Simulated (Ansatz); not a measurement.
The starting structures come from a database of crystals and need not be the phases stable at ambient conditions.

 Where the default PAW files enter, the runs use the earlier of Ansatz's two default sets.

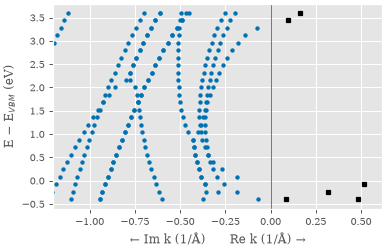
Figure. Complex bands at the centre of the two-dimensional zone; Ansatz (a program for electronic structure) with r2SCAN

No gap correction and no spin-orbit coupling; mid-gap values are interpolated between computed energies.

Q: This is Sr2MgH6 (P-3m1, not sure to be the ambient phase, 9 atoms a cell, 12.1 Å³ an atom) along the normal of (100). Read off the slowest decay at the centre of the two-dimensional zone at 1.68 eV, the computed energy nearest the middle of the gap.

A: κ ≈ 0.35 1/Å, a decay length 1/(2κ) of the density of 1.4 Å.
